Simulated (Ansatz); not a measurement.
Cost and result by functional for the surface energy of the (332) surface of bcc V in its 1x1 cell, outermost plane spacing 0.64 Å in the ideal cut, in Ansatz (plane waves, PAW). Single points on the PBE structure, on one kind of machine; costs are rough ratios of the slab run's core time (references not counted) to the cheapest single point. r2SCAN's cost holds its higher cutoff (500 against 420 eV). Differences are taken against r2SCAN for comparison alone: no measured value is at hand, so the table doesn't rank accuracy.

Slab: 17 atoms, 10.2 Å thick at the start (thin: gaps and levels are the slab's own); k 9x8x1, smearing 0.1 eV, dipole-corrected; all atoms relaxed; symmetry of the start imposed; no spin, no spin-orbit, no U. These notes are the PBE run's.

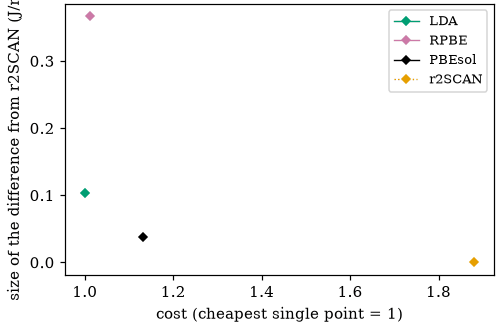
Figure: Difference from r2SCAN against cost

```csv
functional,relative cost,surface energy (J/m²),less r2SCAN (J/m²)
LDA,1,2.97,0.10
RPBE,1,2.50,-0.37
PBEsol,1,2.90,0.04
r2SCAN,2,2.86,0.00
PBE (the relaxed run's value),–,2.66,-0.20
```

The values span 0.47 J/m², while the single points' costs differ by a factor of roughly 2. Differences are of unrounded values.

Ansatz is a program for electronic structure.
